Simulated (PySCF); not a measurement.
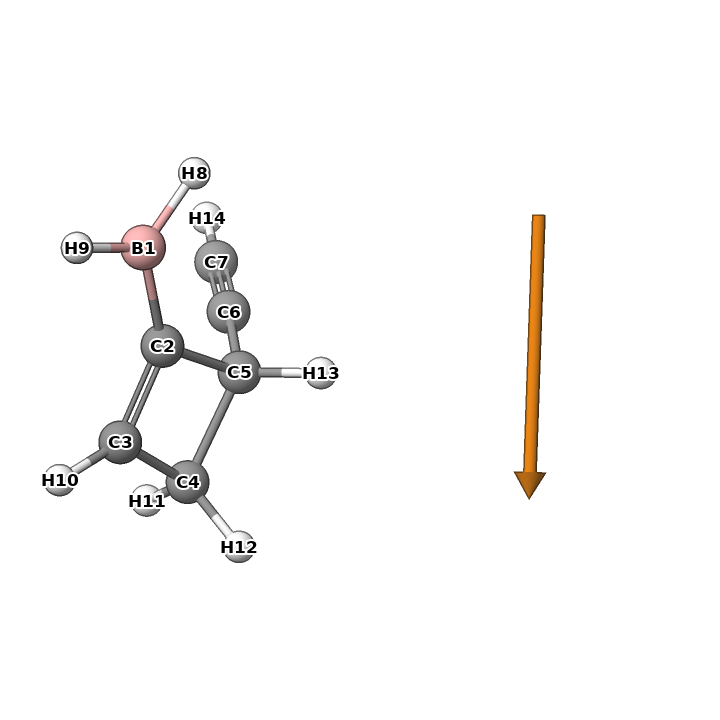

The arrow beside the molecule shows the direction of the dipole moment, from the negative to the positive end (its length means nothing). The computed structure is the end point of a GFN2-xTB optimisation. No frequency run is at hand to confirm it as a minimum. Method: CAM-B3LYP/def2-SVPD, gas phase (PySCF 2.14.0).

Q: Estimate the dipole moment.

A: 1.72 D; it points from the side of H8 to the side of H12 (the outermost atoms at the two ends).

The geometry is semi-empirical. Around B such bond lengths and angles can be off by a tenth of an ångström or more and by several degrees, and values that hang on the shape move with them.
